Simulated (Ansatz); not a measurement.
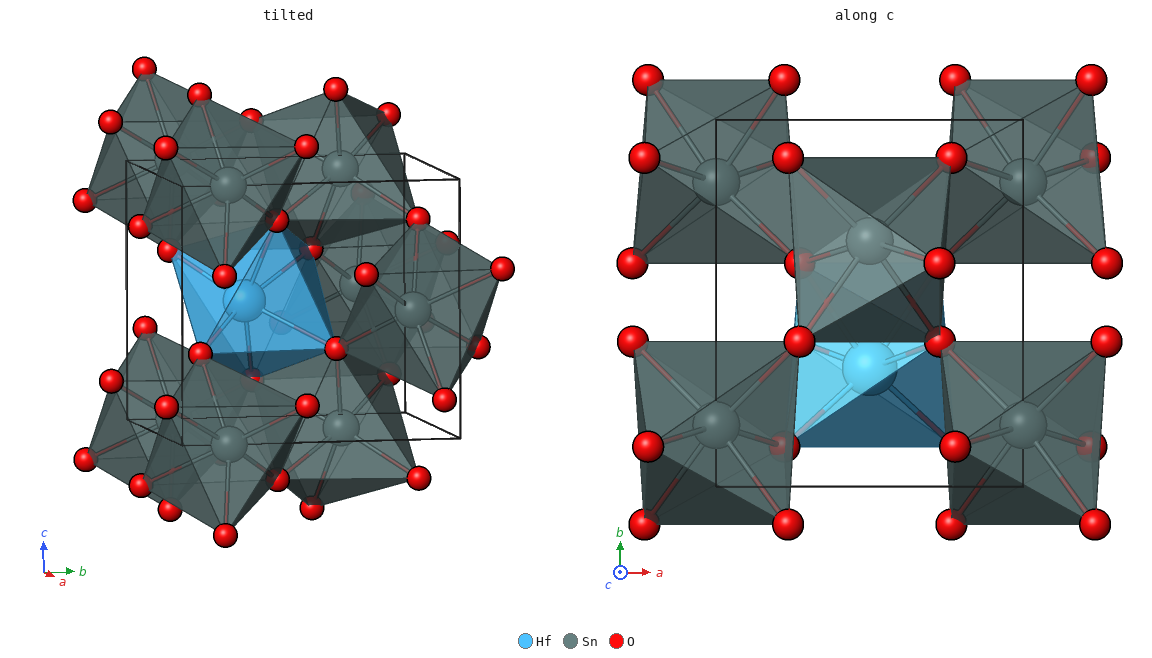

The figure gives a polyhedral picture of the atoms, viewed slightly off an axis and along the c axis. The edges of the conventional unit cell are marked. A few atoms beyond the faces are included.

HfSn₃O₈, space group P2 (No. 3), a = 4.799 Å, b = 5.730 Å, c = 5.227 Å, α = 90.00°, β = 90.76°, γ = 90.00°. The initial geometry was a structure type filled with these elements by a generator (whether the compound takes this form wasn't checked). Earlier steps of the study may have refined or changed the cell and positions. It was run through Ansatz as a DFT input.

This one geometry was computed with Ansatz (DFT, plane waves, PAW) at five levels of theory: PBE, r2SCAN, PBE0, PBE with spin-orbit coupling and HSE06. It was relaxed beforehand with r2SCAN.

### Which level gives the highest pressure at this volume, and what does that say about its equilibrium volume?

Highest: PBE (7.2 GPa) and PBE with spin-orbit coupling (7.1 GPa), which points to the largest equilibrium volume. Lowest, with the smallest volume: PBE0 (-1.1 GPa) and HSE06 (-1.1 GPa). Levels within 0.5 GPa of each other can't be told apart.

### How does the band gap change with the level of theory?

PBE with spin-orbit coupling: a gap of 2.39 eV, indirect; PBE: a gap of 2.39 eV, indirect; r2SCAN: a gap of 3.03 eV, indirect; HSE06: a gap of 4.10 eV, indirect; PBE0: a gap of 4.83 eV, indirect.

### Collect the results in a table.

| level | cutoff (eV) | k-mesh of the run's cell | gap (eV) | pressure (GPa) |
| --- | --- | --- | --- | --- |
| PBE | 420 | 6×6×4 | 2.39 | 7.2 |
| r2SCAN | 500 | 6×6×4 | 3.03 | 0.0 |
| PBE0 | 420 | 4×4×4 | 4.83 | -1.1 |
| PBE with spin-orbit coupling | 420 | 6×6×4 | 2.39 | 7.1 |
| HSE06 | 420 | 4×4×4 | 4.10 | -1.1 |

Gaps are taken on the k-mesh or band path of each run.
